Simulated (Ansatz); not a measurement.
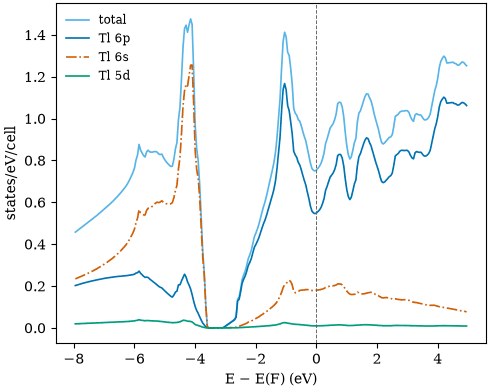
Total and projected density of states of Tl (hcp (Mg type), space group No. 194), LDA in the plane-wave PAW code Ansatz

Task: Which orbitals carry the states next to the Fermi level?

Result: Within 0.5 eV of the Fermi level: Tl 6p 75 %, Tl 6s 22 %. Projections are on Löwdin-orthogonalised atomic valence shells; empty p or d shells of many metals are not among them.

Task: Where is the tallest occupied peak in this window, and what makes it?

Result: Near -4.1 eV, about 1.5 states/eV per cell; the largest projected share is Tl 6s.

Space group P6_3/mmc (hcp (Mg type)). Symmetry was held in the LDA relaxation. Scalar-relativistic: spin–orbit coupling is off unless named, which matters more the heavier the elements.

Potentials: the earlier of the program's two PAW sets. The files were generated under PBE; for other functionals the program regenerates the frozen cores, and for LDA and PBEsol the local potential too.
